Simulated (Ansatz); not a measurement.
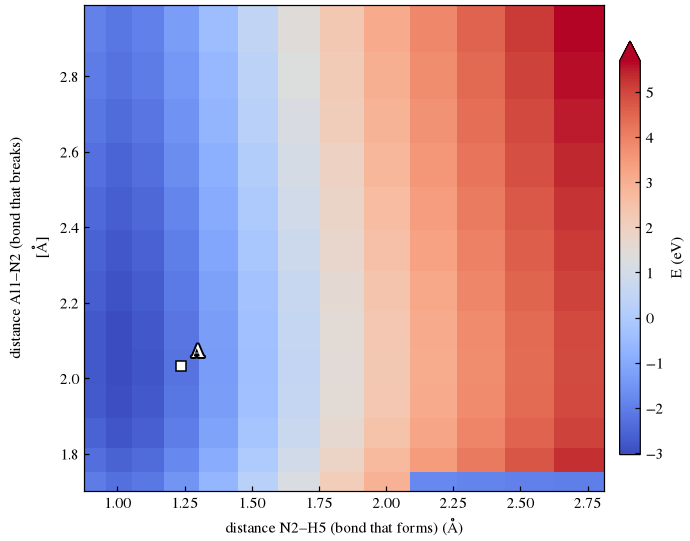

The reacting system AlF₂H₄N (fragments AlF₂H₂N + H₂ where the first distance is long, AlF₂H + H₃N where the second is long). First axis: distance N2–H5 (bond that forms). Second axis: distance Al1–N2 (bond that breaks). Relaxed at each point: all other coordinates. The grid has 13 × 13 points. Points are written as (first, second). All energies are given in eV relative to a guessed transition structure relaxed with its forming and breaking bonds held. Energies and slopes of some neighbouring points disagree (a jump in structure or state, or too coarse a mesh). The reference is spin-restricted, so regions where a bond is pulled apart into radicals lie too high. All numbers below come from Ansatz, RHF/def2-SVP.

In the figure: one coloured cell a grid point, one colour for all values above the top of the scale, the point A.

### Which way does the force act at A, and how strong is it?

A, at (1.236 Å, 2.032 Å), is not a stationary point. The computed force is 5.7 eV for each Å towards smaller values of the first coordinate and nearly zero along the second coordinate.
